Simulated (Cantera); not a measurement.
A closed system holds: 1 mol BN, 2.9 mol O2, a varied amount of N2, equilibrated at 1598 K and 10.0 mbar.

Equilibrium computed with Cantera from the NASA thermochemical tables; the gas is ideal and each condensed phase is pure. Candidate condensed phases: B, BN, B2O3; 17 gas species. Equilibrium is a limit: real reactors are often held back by kinetics, nucleation or transport.

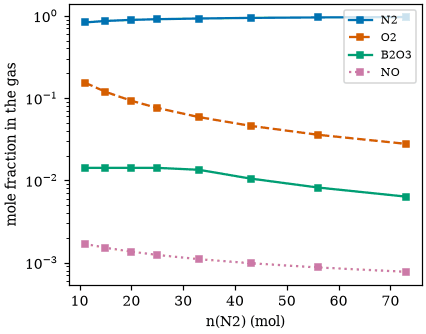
Equilibrium gas composition (values under 1e-9 drawn at 1e-9)

### Question
Read off the mole fractions at 56 mol N2.

### Answer
N2 about 0.95, O2 about 0.036, B2O3 about 0.0082, NO about 0.00087.
